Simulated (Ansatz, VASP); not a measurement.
## CsNi in two plane-wave programs

Aim: how closely do two programs agree when they are given the same cell, functional and k mesh? The cell is generated by rule, not measured, and may not be a known phase. The cell comes out of the VASP series on this material, whose earlier steps may have relaxed, scaled or displaced it; both programs get it as it stands.

Main program and level: Ansatz 0.2.0; plane waves, with VASP 6.6.1 beside it; single point at PBE and single point at r2SCAN with D3(BJ), spin-orbit coupling.

## (1) Starting point

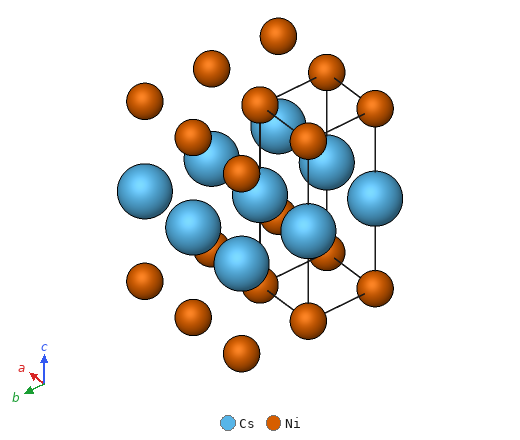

The cell as given, from a free direction (caesium blue, nickel orange). 2×2×1 cells are drawn. Some periodic images of atoms are drawn too.

## (2) VASP: single point, PBE

A single point gives forces, pressure and levels at one fixed geometry, so differences don't come from the geometry; what else differs is listed under the comparison.

Lines of VASP's logs that name or quote its potential files are left out, and so is its time.

The input, INCAR:

```
SYSTEM = CsNi
PREC = Accurate
ENCUT = 400
EDIFF = 1E-06
NELM = 100
ISMEAR = -1
SIGMA = 0.05
LREAL = .FALSE.
ALGO = Normal
GGA = PE
NBANDS = 16
ISPIN = 2
MAGMOM = 0 1
LMAXMIX = 4
LORBIT = 11
LWAVE = .FALSE.
LCHARG = .FALSE.
ISIF = 2
```

The input, POSCAR:

```
CsNi
1.0
    3.4805618528      0.0000000000      0.0000000000
   -1.7402809264      3.0142549857      0.0000000000
    0.0000000000      0.0000000000      5.7707565198
Cs Ni
1 1
Direct
    0.0000000000      0.0000000000      0.5000000000
    0.0000000000      0.0000000000      0.0000000000
```

The input, KPOINTS:

```
Automatic mesh
0
Gamma
7 7 4
0 0 0
```

PAW data sets: Cs_sv and Ni (PBE family, release 64).

On the command line:

```
$ mpirun -np 1 vasp_std
```

Numbers of over 12 decimals in the logs are rounded to 6 here.

The log of the run:

```text
[banner, memory and clock lines left out]
running    1 mpi-ranks, on    1 nodes
 distrk:  each k-point on    1 cores,    1 groups
 distr:  one band on    1 cores,    1 groups

 POSCAR found type information on POSCAR CsNi
 POSCAR found :  2 types and       2 ions
 LDA part: xc-table for (Slater+PW92), standard interpolation
 POSCAR, INCAR and KPOINTS ok, starting setup
 FFT: planning ... GRIDC
 FFT: planning ... GRID_SOFT
 FFT: planning ... GRID
 WAVECAR not read
 entering main loop
       N       E                     dE             d eps       ncg     rms          rms(c)
DAV:   1     0.102676336262E+03    0.10268E+03   -0.69784E+03  1552   0.902E+02
DAV:   2     0.319545881829E+01   -0.99481E+02   -0.92299E+02  1864   0.201E+02
DAV:   3    -0.370310016047E+01   -0.68986E+01   -0.68362E+01  1984   0.596E+01
DAV:   4    -0.381732341794E+01   -0.11422E+00   -0.11419E+00  1840   0.809E+00
DAV:   5    -0.381982439069E+01   -0.25010E-02   -0.25009E-02  2024   0.121E+00    0.455E+00
DAV:   6    -0.438881465600E+01   -0.56899E+00   -0.47832E+00  1552   0.259E+01    0.981E+00
DAV:   7    -0.354013437081E+01    0.84868E+00   -0.25264E+00  1816   0.174E+01    0.932E-01
DAV:   8    -0.350684479885E+01    0.33290E-01   -0.12898E-01  2000   0.220E+00    0.109E+00
DAV:   9    -0.349131408673E+01    0.15531E-01   -0.63943E-02  2016   0.261E+00    0.346E-01
DAV:  10    -0.349168144383E+01   -0.36736E-03   -0.27526E-03  2096   0.395E-01    0.201E-01
DAV:  11    -0.349156902192E+01    0.11242E-03   -0.42148E-04  2168   0.251E-01    0.113E-01
DAV:  12    -0.349171845725E+01   -0.14944E-03   -0.88617E-04  2120   0.219E-01    0.122E-01
DAV:  13    -0.349165968788E+01    0.58769E-04   -0.21743E-04  2024   0.169E-01    0.254E-02
DAV:  14    -0.349166651768E+01   -0.68298E-05   -0.19348E-05  2040   0.443E-02    0.151E-02
DAV:  15    -0.349166966778E+01   -0.31501E-05   -0.35969E-06  1832   0.168E-02    0.746E-03
DAV:  16    -0.349166922591E+01    0.44187E-06   -0.66809E-07  1304   0.895E-03
   1 F= -.34916692E+01 E0= -.34810088E+01  d E =-.213209E-01  mag=     0.5192
```

Parts of OUTCAR (step 2):

```text
ion  position               nearest neighbor table
   1  0.000  0.000  0.500-   2 2.89   2 2.89
   2  0.000  0.000  0.000-   1 2.89   1 2.89

  LATTYP: Found a hexagonal cell.
 ALAT       =     3.4805618528
 C/A-ratio  =     1.6579956811

 Subroutine GETGRP returns: Found 24 space group operations
 (whereof 24 operations were pure point group operations)

The static configuration has the point symmetry D_6h.

 Found     24 irreducible k-points:

   k-points           NKPTS =     24   k-points in BZ     NKDIM =     24   number of bands    NBANDS=     16

   dimension x,y,z NGX =    24 NGY =   24 NGZ =   40
   dimension x,y,z NGXF=    48 NGYF=   48 NGZF=   80

   ENCUT  =  400.0 eV  29.40 Ry    5.42 a.u.   5.68  5.68  9.41*2*pi/ulx,y,z

   NELECT =      19.0000    total number of electrons

 k-points in reciprocal lattice and weights: Automatic mesh
   0.00000000  0.00000000  0.00000000       0.005
   0.14285714 -0.00000000  0.00000000       0.031
   0.28571429  0.00000000  0.00000000       0.031
   0.42857143 -0.00000000  0.00000000       0.031
   0.14285714  0.14285714  0.00000000       0.031
   0.28571429  0.14285714  0.00000000       0.061
   0.42857143  0.14285714  0.00000000       0.031
   0.28571429  0.28571429  0.00000000       0.031
   0.00000000  0.00000000  0.25000000       0.010
[...]
0.42857143  0.14285714  0.50000000       0.031
   0.28571429  0.28571429  0.50000000       0.031

 average (electrostatic) potential at core
       1 -49.5817       2 -86.7187

 E-fermi :   3.6667

 spin component 1
 k-point     1 :       0.0000    0.0000    0.0000
  band No.  band energies     occupation
    ...
      6       2.2488      1.00000
      7       2.6839      1.00000
      8       2.6839      1.00000
      9       2.8942      1.00000
     10       2.8942      1.00000
     11       4.8048      0.00000
     12       7.6258      0.00000
     13       7.7047      0.00000
     14       7.7047      0.00000
     15      11.9041      0.00000
    ...

 k-point     2 :       0.1429   -0.0000    0.0000
  band No.  band energies     occupation
    ...
      6       2.3042      1.00000
      7       2.6461      1.00000
      8       2.7491      1.00000
      9       2.7695      1.00000
     10       2.8759      1.00000
     11       5.5813      0.00000
     12       7.0425      0.00000
     13       7.3433      0.00000
     14       8.4982      0.00000
     15      10.9182      0.00000
    ...

 k-point     3 :       0.2857    0.0000    0.0000
  band No.  band energies     occupation
    ...
      6       2.3612      1.00000
      7       2.4495      1.00000
      8       2.6985      1.00000
      9       2.8344      1.00000
     10       2.8999      1.00000
     11       4.8645      0.00000
     12       6.4083      0.00000
     13       8.3358      0.00000
     14      10.3916      0.00000
     15      10.5366      0.00000
    ...

 k-point     4 :       0.4286   -0.0000    0.0000
  band No.  band energies     occupation
    ...
      5       2.0415      1.00000
      6       2.1267      1.00000
      7       2.3401      1.00000
      8       2.8009      1.00000
      9       3.0274      1.00000
     10       3.6908      0.38198
     11       4.2401      0.00001
     12       5.6514      0.00000
     13       6.0728      0.00000
     14      10.2516      0.00000
    ...

 k-point     5 :       0.1429    0.1429    0.0000
  band No.  band energies     occupation
    ...
      6       2.3818      1.00000
      7       2.5692      1.00000
      8       2.5808      1.00000
      9       2.8267      1.00000
     10       2.8931      1.00000
     11       6.1758      0.00000
     12       6.7528      0.00000
     13       6.7631      0.00000
     14      10.0022      0.00000
     15      10.1152      0.00000
    ...

 k-point     6 :       0.2857    0.1429    0.0000
  band No.  band energies     occupation
    ...
      6       2.2931      1.00000
      7       2.4171      1.00000
      8       2.7220      1.00000
      9       2.7470      1.00000
     10       3.3276      0.99887
     11       5.4511      0.00000
     12       6.0225      0.00000
     13       7.4473      0.00000
     14       8.8024      0.00000
     15       9.4976      0.00000
    ...

  Total        0.0000078      0.0000078     -0.6415183     -0.0000000      0.0000000      0.0000000
  in kB        0.0002057      0.0002057    -16.9768673     -0.0000000      0.0000000      0.0000000
  external PRESSURE =      -5.6588187 kB  Pullay stress =       0.0000000 kB

  energy-cutoff  :      400.00
  volume of cell :       60.54
      direct lattice vectors                 reciprocal lattice vectors
     3.480561853  0.000000000  0.000000000     0.287309935  0.165878468  0.000000000
    -1.740280926  3.014254986  0.000000000     0.000000000  0.331756937  0.000000000
     0.000000000  0.000000000  5.770756520     0.000000000  0.000000000  0.173287505

 POSITION                                       TOTAL-FORCE (eV/Angst)
 -----------------------------------------------------------------------------------
      0.00000      0.00000      2.88538         0.000000      0.000000      0.000000
      0.00000      0.00000      0.00000         0.000000      0.000000      0.000000
 -----------------------------------------------------------------------------------
    total drift:                                0.000000     -0.000000      0.000000

  FREE ENERGIE OF THE ION-ELECTRON SYSTEM (eV)
  ---------------------------------------------------
  free  energy   TOTEN  =        -3.4916692259 eV

  energy  without entropy=       -3.4703482890  energy(sigma->0) =       -3.48100876

 total charge
# of ion       s       p       d       tot
------------------------------------------
    1        1.843   4.632   0.170   6.645
    2        0.369   0.112   8.403   8.885
--------------------------------------------------
tot          2.212   4.744   8.574  15.530

 magnetization (x)
# of ion       s       p       d       tot
------------------------------------------
    1        0.000   0.009  -0.010  -0.001
    2        0.012   0.001   0.530   0.542
--------------------------------------------------
tot          0.012   0.010   0.519   0.541

[... 6 further parts left out ...]
```

The run ends at a pressure of -0.57 GPa.

## (3) Ansatz: single point, PBE

Ansatz runs on its default PAW (the set named soft_2) files.

The same cell, functional, mesh and smearing now go to Ansatz, which takes its cutoff from its data sets.

The input, input.yaml:

```yaml
crystal:
  lattice:
    - [3.4805618528, 0.0, 0.0]
    - [-1.7402809264, 3.0142549857, 0.0]
    - [0.0, 0.0, 5.7707565198]
  atoms:
    - { symbol: Cs, position: [0.0, 0.0, 0.5] }
    - { symbol: Ni, position: [0.0, 0.0, 0.0], spin: 1.0 }
hamiltonian:
  xc: pbe
  pseudopotentials: { kind: paw }
magnetization:
  spin_polarized: true
kpoints:
  mp_grid: { grid: [7, 7, 4] }
scf:
  occupations: { method: fermi_dirac, width: 0.05 }
  n_extra_bands: 6
output:
  forces: true
  stress: true
  eigenvalues: true
```

On the command line:

```
$ ansatz run input.yaml --threads 2 --pin off --max-ram 4608MiB --backend cpu --events-out ev --progress --plain --runs-dir out
```

The log of the run:

```text
scf.n_extra_bands = 6 over 14 filled bands (N_el = 27.0): the run solves 20 bands
Engine: ansatz 0.2.0, aarch64-unknown-linux-gnu
Pseudopotentials: kind: paw
Pseudopotential: Cs, paw, valence charge 9, recommended cutoff 420 eV (normal), Cs.paw.azcp
Pseudopotential: Ni, paw, valence charge 18, recommended cutoff 420 eV (normal), Ni.paw.azcp
Functional definition: PBE
  parameter kappa = 0.804
  parameter beta = 0.066725
  exchange = pbe_x(kappa = kappa, mu = beta*pi^2/3)
  correlation = pbe_c(beta = beta)
Crystal: 2 atoms, lattice volume = 60.543 Å³
Basis set: ecut = 420 eV, 1189 PW (Γ), exchange–correlation on 48×48×80 points (8 copies of the dense FFT grid, shifted against one another)
Bands: 20, of which v1, the nominal top of the filled ones, is band 14 counted from 1 (13 counted from 0)
Symmetry: 24 space group operations
Space group: P6/mmm (ITA 191), of the structure as read, at distance tolerance 3.9e-5 Å
Magnetic group: BNS 191.233 (UNI 1463), of the structure as read, at distance tolerance 3.9e-5 Å
k-points: 24 of 196
Non-local potential: Cs, projectors of the file, l = 0: 3, l = 1: 2, l = 2: 2, l = 3: 2
Non-local potential: Ni, projectors of the file, l = 0: 3, l = 1: 2, l = 2: 3, l = 3: 1
PAW form: soft (Blöchl's): semilocal exchange-correlation on the pseudo side does not see the compensation charge
PAW one-centre angular grid: Cs, 194 points (default); XC on 64 Gauss nodes
PAW one-centre angular grid: Ni, 590 points (default); XC on 64 Gauss nodes
Initial density: superposition of atomic densities (chi_scale 0.1, normalization cell, long waves kept (reshape's long-wave potential 0.00 eV rms))
Starting moments: Σ|m| = 1 μB on 1 of 2 sites
Initial wavefunctions: pseudopotential atomic-orbital guess
Functional: x = pbe(κ = 0.804, μ = 0.219515), c = pbe(β = 0.066725)
SCF iter   1: F=—  HF=-11508.095161 eV  |F-HF|=—  |Δ(HF+E_count)|=         —  Δρ=7.47e-2 (↑2.75e-2 ↓7.47e-2)  dr2=7.96e0  dr2_m=3.73e-1  M=1.130 μB ∫|m|=1.451 μB  β_m=0.30  ethr=3.10e-3  ⟨swp⟩=7.0  Hψ=5430  notcnv=0  defer=3
Mixer restart at iter 1: flushing history
preconditioner: auto → Kerker (q_TF=auto, 2.385 Å⁻¹)  [metal: Δε(μ)=0.006 eV  Ē_g=7.912 eV  σ=0.050 eV  W_gap=0.03  n_scr=22 (ndim 8)  ℏωp=19.7 eV  f_vac=0.000  D(μ)=3.80/eV (n_scr^D=36)]
spin=Collinear: Kerker preconditioning applied to the charge; magnetization (m = ρ↑ − ρ↓) channel mixes plain (no charge-response kernel on spin).
SCF iter   2: F=—  HF=-11506.442328 eV  |F-HF|=—  |Δ(HF+E_count)|=    1.65e0  Δρ=3.39e-2 (↑1.81e-2 ↓3.39e-2)  dr2=7.82e-1  dr2_m=7.14e-2  M=0.728 μB ∫|m|=1.001 μB  β_m=0.27  ethr=3.10e-3  ⟨swp⟩=2.8  Hψ=2295  notcnv=0  defer=36
SCF iter   3: F=—  HF=-11506.734380 eV  |F-HF|=—  |Δ(HF+E_count)|=   2.92e-1  Δρ=2.04e-2 (↑9.14e-3 ↓2.04e-2)  dr2=3.57e-1  dr2_m=5.13e-2  M=0.711 μB ∫|m|=1.000 μB  β_m=0.50  ethr=2.90e-3  ⟨swp⟩=2.0  Hψ=1713  notcnv=0  defer=42
SCF iter   4: F=—  HF=-11507.344224 eV  |F-HF|=—  |Δ(HF+E_count)|=   6.10e-1  Δρ=3.33e-2 (↑9.16e-3 ↓3.33e-2)  dr2=6.79e-1  dr2_m=8.70e-2  M=0.567 μB ∫|m|=0.762 μB  β_m=0.82  ethr=1.32e-3  ⟨swp⟩=2.7  Hψ=1463  notcnv=0  defer=46
SCF iter   5: F=—  HF=-11507.652790 eV  |F-HF|=—  |Δ(HF+E_count)|=   3.09e-1  Δρ=1.38e-2 (↑4.22e-3 ↓1.38e-2)  dr2=6.63e-2  dr2_m=4.40e-2  M=0.542 μB ∫|m|=0.662 μB  β_m=0.71  ethr=1.32e-3  ⟨swp⟩=2.3  Hψ=1598  notcnv=0  defer=48
SCF iter   6: F=—  HF=-11507.668407 eV  |F-HF|=—  |Δ(HF+E_count)|=   1.56e-2  Δρ=5.22e-3 (↑5.22e-3 ↓4.76e-3)  dr2=4.53e-3  dr2_m=1.33e-2  M=0.536 μB ∫|m|=0.636 μB  β_m=0.86  ethr=2.46e-4  ⟨swp⟩=2.1  Hψ=1730  notcnv=0  defer=60
SCF iter   7: F=—  HF=-11507.666730 eV  |F-HF|=—  |Δ(HF+E_count)|=   1.68e-3  Δρ=3.20e-3 (↑2.87e-4 ↓3.20e-3)  dr2=6.00e-3  dr2_m=1.46e-3  M=0.528 μB ∫|m|=0.622 μB  β_m=0.90  ethr=1.68e-5  ⟨swp⟩=2.1  Hψ=1324  notcnv=0  defer=60
SCF iter   8: F=—  HF=-11507.667980 eV  |F-HF|=—  |Δ(HF+E_count)|=   1.25e-3  Δρ=7.74e-4 (↑3.85e-4 ↓7.74e-4)  dr2=3.20e-4  dr2_m=1.77e-4  M=0.525 μB ∫|m|=0.610 μB  β_m=0.95  ethr=1.68e-5  ⟨swp⟩=2.0  Hψ=1369  notcnv=0  defer=60
SCF iter   9: F=—  HF=-11507.667944 eV  |F-HF|=—  |Δ(HF+E_count)|=   3.58e-5  Δρ=1.84e-4 (↑9.82e-5 ↓1.84e-4)  dr2=4.31e-5  dr2_m=9.60e-6  M=0.525 μB ∫|m|=0.609 μB  β_m=0.97  ethr=1.19e-6  ⟨swp⟩=1.8  Hψ=1116  notcnv=0  defer=60
SCF iter  10: F=—  HF=-11507.667935 eV  |F-HF|=—  |Δ(HF+E_count)|=   8.90e-6  Δρ=1.30e-4 (↑4.18e-5 ↓1.30e-4)  dr2=1.69e-5  dr2_m=1.23e-6  M=0.525 μB ∫|m|=0.609 μB  β_m=0.99  ethr=1.60e-7  ⟨swp⟩=2.5  Hψ=1353  notcnv=0  defer=60
SCF iter  11: F=—  HF=-11507.667935 eV  |F-HF|=—  |Δ(HF+E_count)|=   3.26e-7  Δρ=4.49e-5 (↑8.26e-6 ↓4.49e-5)  dr2=1.57e-6  dr2_m=3.36e-7  M=0.525 μB ∫|m|=0.610 μB  β_m=0.99  ethr=6.24e-8  ⟨swp⟩=2.1  Hψ=1097  notcnv=0  defer=60
SCF iter  12: F=—  HF=-11507.667935 eV  |F-HF|=—  |Δ(HF+E_count)|=   1.84e-7  Δρ=1.44e-5 (↑2.75e-6 ↓1.44e-5)  dr2=1.07e-7  dr2_m=2.07e-8  M=0.525 μB ∫|m|=0.610 μB  β_m=1.00  ethr=5.82e-9  ⟨swp⟩=2.0  Hψ=1114  notcnv=0  defer=60
SCF iter  13: F=—  HF=-11507.667935 eV  |F-HF|=—  |Δ(HF+E_count)|=   4.67e-9  Δρ=5.34e-6 (↑2.72e-6 ↓5.34e-6)  dr2=3.40e-8  dr2_m=1.09e-9  M=0.525 μB ∫|m|=0.610 μB  β_m=0.83  ethr=3.95e-10  ⟨swp⟩=2.1  Hψ=1332  notcnv=0  defer=60
SCF iter  14: F=-11507.667935 eV  HF=-11507.667935 eV  |F-HF|=3.37e-9  |Δ(HF+E_count)|=  9.95e-10  Δρ=1.81e-6 (↑6.21e-7 ↓1.81e-6)  dr2=4.15e-9  dr2_m=2.29e-10  M=0.525 μB ∫|m|=0.610 μB  ethr=1.26e-10  ⟨swp⟩=7.2  Hψ=4201  notcnv=0
SCF 1 converged in 14 iterations: F = -11507.667935 eV  dr2 = 4.15e-9
  greatest PAW one-centre occupation: 1.002 electrons in one spin orbital (limit 2), on the Ni atom at site 1 (counted from 0), in its partial waves of l = 1
SCF converged after 14 iterations
Magnetization: 0.5248 μB (13.7624 up, 13.2376 down)
Absolute magnetization: 0.6097 μB (∫|ρ↑−ρ↓|, with the PAW one-centre terms)
Spin contamination: 0.0183 ħ² per cell (⟨S²⟩ above its minimum at these occupations)
Per-site moments (μB) at R_I (Å): [(-0.000592048, 1.190219), (0.559015, 1.190219)]
Free energy (F): -11507.667935 eV
Harris-Foulkes:  -11507.667935 eV  (|F-HF|=3.37e-9)
Internal energy: -11507.646597 eV  (E = F + TS)
E sigma→0 (E₀):  -11507.657266 eV
Entropy (-TS):   -0.021338 eV (-10.669 meV/atom)
Fermi energy:    8.585884 eV
--- Per-component energies (eV) ---
  E_band       = -467.876265
  E_kinetic    = 427.064068
  E_local      = -5519.716362  (includes V_loc(G=0)·N_el)
  E_nonlocal   = 679.107622
  E_hartree    = 2372.474448
  E_xc         = -256.352203
  E_vxc        = -232.172323  (∫ρ·V_xc dr)
  E_paw        = -6707.962472  (= ΣΔE_a)
  E_vpaw       = -567.114608  (= ΣTr[D̂ρ^β])
  E_aug_tail   = 0.000471  (compensation charges beyond the density's cutoff)
  E_ewald      = -2502.262169
  E_smearing   = -0.021338  (= −TS)
  E_closure    = 0.000000  (closes the sum)
  Σ components = -11507.667935   (vs F -11507.667935, Δ=0.00e0)
--- Forces (eV/Å), atoms counted from 1 ---
  atom   1  Cs    -0.00000000     0.00000000     0.00000000
  atom   2  Ni     0.00000000     0.00000000     0.00000000
  max |Σ_I F_I| component: 2.05e-33 eV/Å
--- Stress (GPa, compression-positive) ---
       -0.170010      -0.000000      -0.000000
       -0.000000      -0.170010      -0.000000
       -0.000000      -0.000000      -2.312410
  P = ⅓ Tr σ = -0.8841 GPa (-8.841 kbar)
--- Band table (eV; the first three rows and the last of 48) ---
  k-point 0 ↑: bands = [... 10 lower, 7.5832, 7.5832, 7.8088, 7.8088, 9.7690, 12.5599, 12.6720, 12.6720, ... 2 higher]
  k-point 1 ↑: bands = [... 10 lower, 7.5852, 7.5852, 7.8409, 7.8409, 9.5871, 11.2654, 12.6663, 12.6663, ... 2 higher]
  k-point 2 ↑: bands = [... 10 lower, 7.5873, 7.8735, 7.8735, 8.1091, 8.9481, 9.9583, 12.6606, 12.6606, ... 2 higher]
  k-point 23 ↓: bands = [... 10 lower, 7.9615, 8.0089, 8.5216, 9.2534, 10.5862, 11.6644, 12.0960, 12.1952, ... 2 higher]
```

Elapsed: 2.3 s, on 2 threads of Arm Neoverse V2, shared host; peak memory 0.35 GiB; 4.3 s of CPU time.

The column dr2 measures how far the density is from self-consistency, as an energy; F and HF (Harris–Foulkes) agree once it is small.

The run ends at a pressure of -0.88 GPa.

## (4) Comparison

Known differences besides the PAW data sets themselves: the data sets hold 27 valence electrons in Ansatz (default PAW (the set named soft_2) files) and 19 in VASP; the cutoff is 420 eV in Ansatz and 400 eV in VASP; VASP leaves aspherical gradient terms in its spheres out (LASPH is not set), Ansatz keeps them; site moments are counted in spheres of each program's own size. Total energies have different zeros and are not compared.

Compared:

```
          quantity  Ansatz   VASP  difference
    pressure (GPa)   -0.88  -0.57       -0.32
 total moment (μB)    0.52   0.52       +0.01
moment on Ni2 (μB)    0.56   0.54       +0.02
```

(Continued in part 2 of 2.)

[Lines on the potential files, build, host, timing and source positions are cut from VASP's logs without a mark.]

[Logs are printed without paths, hosts, clocks, repeated set-up lines and the standing remarks that a program may print on its own settings, such as how far it seeks lower states.]

[Hosts, paths, dates, database ids (printed as entryN), source tags and the programs' standing remarks are cut or masked in the printed files.]
